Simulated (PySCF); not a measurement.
**Run report: SnCl3, frequency calculation**

SnCl3, multiplicity 2, computed with UKS-based PBE0, Sn def2-SVP with ECP28, Cl def2-SVP; non-relativistic Hamiltonian with a scalar-relativistic core potential; density fitting (PySCF 2.14.0).

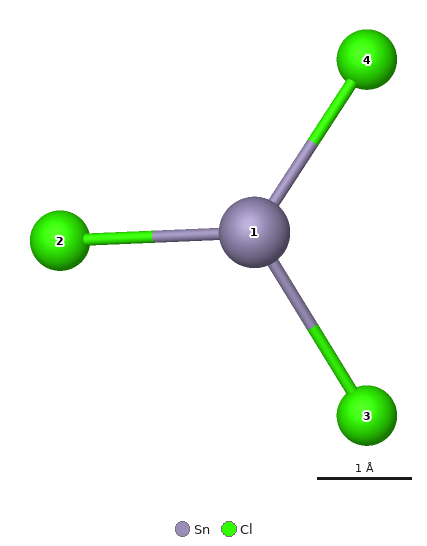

Fig. 1: The structure as given in the input (ball-and-stick view, seen on its broad side; atoms are numbered from 1 in the order of the input). Sticks mark near contacts. Bond lengths as drawn: Cl–Sn 2.36 Å.

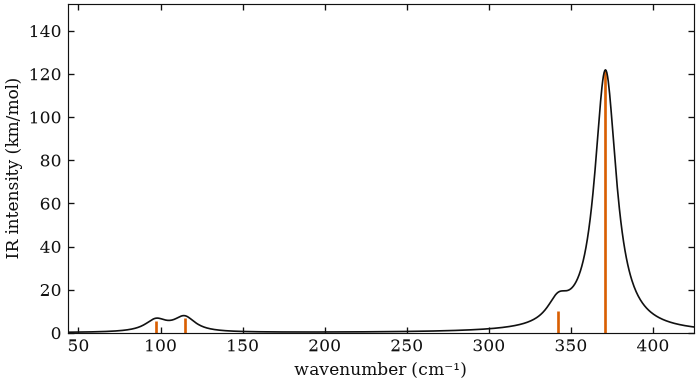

Fig. 2: Harmonic infrared spectrum, unscaled: sticks (degenerate modes added up, dark ones marked on the axis) with a Lorentzian envelope of 16 cm⁻¹ full width, scaled to the tallest stick. 6 modes from 97 to 371 cm⁻¹, none imaginary. The strongest line is at 371 cm⁻¹ (122 km/mol). All modes, in cm⁻¹ (km/mol): 97 (2.8), 97 (2.8), 115 (6.9), 342 (10.2), 371 (61), 371 (61).

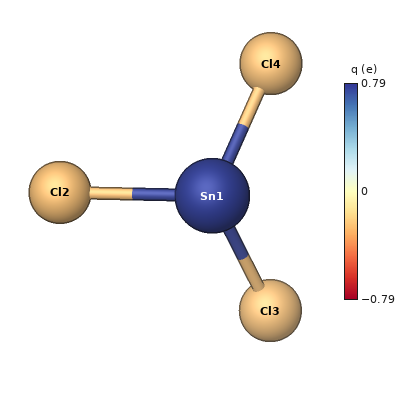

Fig. 3: Mulliken charges, as the colour of each atom (ball-and-stick view, seen at a tilt; atoms are numbered from 1 in the order of the input). By element: Sn +0.76 and Cl −0.25 e.

The input and output of the run follow.

### The input
```python
from pyscf import gto, scf, dft
mol = gto.M(atom='''
Sn    -0.000000     0.000000     0.393907
Cl     2.204653    -0.000000    -0.455095
Cl    -1.102326     1.909285    -0.455095
Cl    -1.102326    -1.909285    -0.455095''',
    basis={'Sn': 'def2-SVP', 'Cl': 'def2-SVP'},
    ecp={'Sn': 'def2-SVP'},
    charge=0, spin=1)
mf = dft.UKS(mol, xc='PBE0')
mf.grids.atom_grid = (75, 302)
aux = {'Sn': 'def2-universal-JKFIT', 'Cl': 'def2-universal-JKFIT'}
mf = mf.density_fit(auxbasis=aux)
mf.conv_tol = 1e-09
mf.diis_space = 10
mf.max_cycle = 60
mf.verbose = 4
mf.kernel()
```

The script is an equivalent of the set-up of the self-consistent field. The run itself was carried out by a driver, which started from the orbitals of the step before it where there was one and computed the further properties.

Run as:
```bash
OMP_NUM_THREADS=2 python axn.py task.json out
```

### What the program printed
```
init E= -1594.13012564436
  alpha nocc = 37  HOMO = -0.282849639099062  LUMO = -0.0399076258077286
  beta  nocc = 36  HOMO = -0.336356122378715  LUMO = -0.187998754576796
  HOMO = -0.282849639099  LUMO = -0.187998754577  gap/eV = 2.58102
cycle= 1 E= -1594.13012564436  delta_E= -9.09e-13  |g|= 1.16e-06  |ddm|= 2.85e-06
  alpha nocc = 37  HOMO = -0.282849774307081  LUMO = -0.039907791504556
  beta  nocc = 36  HOMO = -0.336355887826818  LUMO = -0.187998909517006
  HOMO = -0.282849774307  LUMO = -0.187998909517  gap/eV = 2.58102
Extra cycle  E= -1594.13012564436  delta_E= 2.05e-12  |g|= 1.6e-06  |ddm|= 3.82e-06
converged SCF energy = -1594.13012564436  <S^2> = 0.75416938  2S+1 = 2.004165
```

### Results in brief

| quantity | value |
| --- | --- |
| outcome | converged |
| total energy | −1594.130126 hartree |
| ⟨S²⟩ | 0.754 |
| zero-point energy | 0.003174 hartree |
| dipole moment | 2.15 D |
| wavenumbers, lowest and highest | 97 and 371 cm⁻¹ |
| hardware | 2 threads of Arm Neoverse N1, 54 GiB of memory available, shared host |
| wall time | 67 s (CPU time 1.9 min) |
| peak memory | 0.92 GiB |
